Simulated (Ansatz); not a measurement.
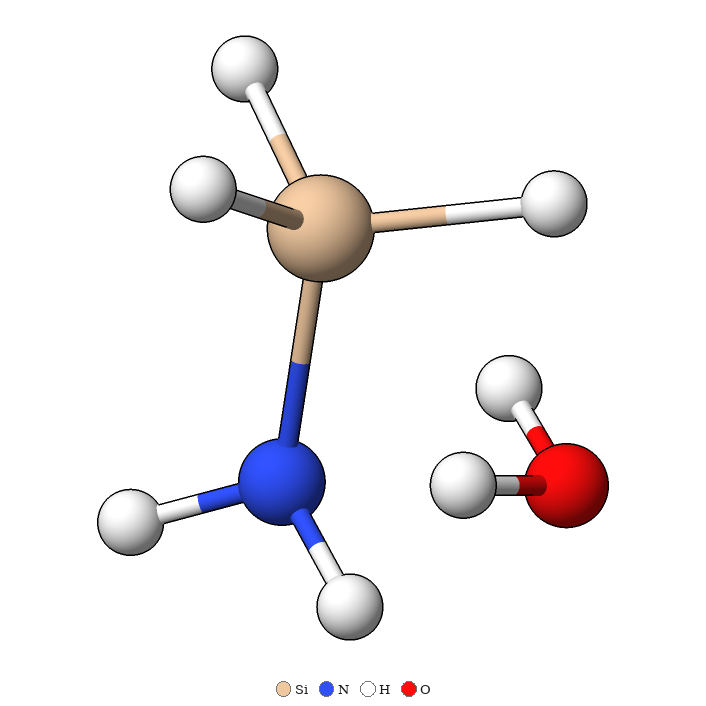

Harmonic vibrations computed with RKS PBE0-D4/def2-TZVP (Ansatz 0.2.0) at a stationary point of the same level.

Minimum or transition state?

Answer. A minimum: no imaginary frequency, and the lowest mode lies at 37 cm⁻¹.

How many vibrational modes are there, and where do they lie?

Answer. 24 modes: 37, 69, 99, 176, 220, 415, 518, 639, 686, 721, 825, 928, 937, 968, 976, 1588, 1651, 2198, 2237, 2255, 3568, 3637, 3654, 3919 cm⁻¹.
